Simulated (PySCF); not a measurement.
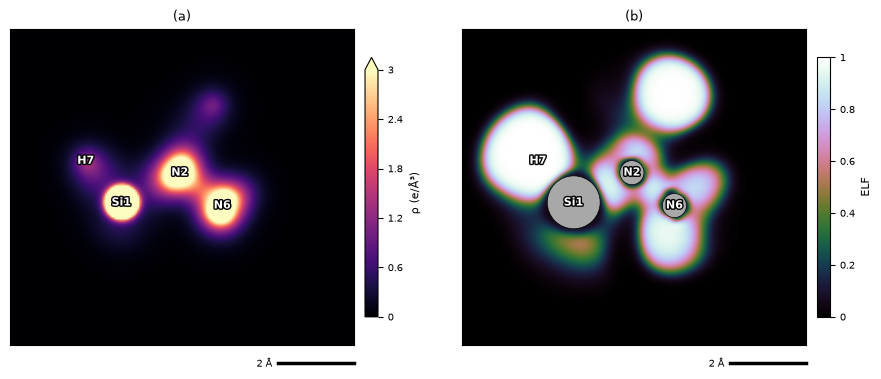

Figure. C3H10N2Si (SMILES [SiH3]N1CCCN1). (a) electron density; (b) electron localisation function on the plane of atoms Si1, N2 and N6. Grey discs cover the atomic cores in the ELF map.

Geometry: GFN2-xTB.

Method: PySCF, PBE0/pcSseg-1, SCF density, gas phase, non-relativistic.

```xyz
16

Si    2.0711   -0.2618    0.5856
N     0.7723    0.1741   -0.4658
C    -0.1953    1.2174   -0.1780
C    -1.4745    0.4690    0.2464
C    -1.1790   -0.9817   -0.2025
N     0.0386   -0.9156   -1.0064
H     2.7748    1.0028    0.8087
H     2.8207   -1.2439   -0.1851
H     1.7030   -0.8219    1.8974
H     0.1810    1.8922    0.5869
H    -0.3786    1.7933   -1.0958
H    -2.3551    0.8746   -0.2497
H    -1.6272    0.5213    1.3227
H    -1.9920   -1.4315   -0.7712
H    -0.9634   -1.6124    0.6641
H    -0.2040   -0.6668   -1.9687
```

Q: Interpret the plot.

A:
- Atoms in the plane: Si, N and H.
- N–N (1.42 Å): ρ at the midpoint is about 2.1 e/Å³; the ELF peaks at about 0.90 between the atoms (a shared electron pair).
- Si–N (1.73 Å): the density is about 1.1 e/Å³ at the midpoint; the ELF peaks at about 0.90 between the atoms, as expected for a polar covalent bond.
- Si–H (1.46 Å): ρ is about 0.81 e/Å³ halfway; the ELF climbs to about 1 towards the hydrogen, as it does in any bond to H.
- The ELF also peaks beside N6, away from the bonds: lone-pair regions.
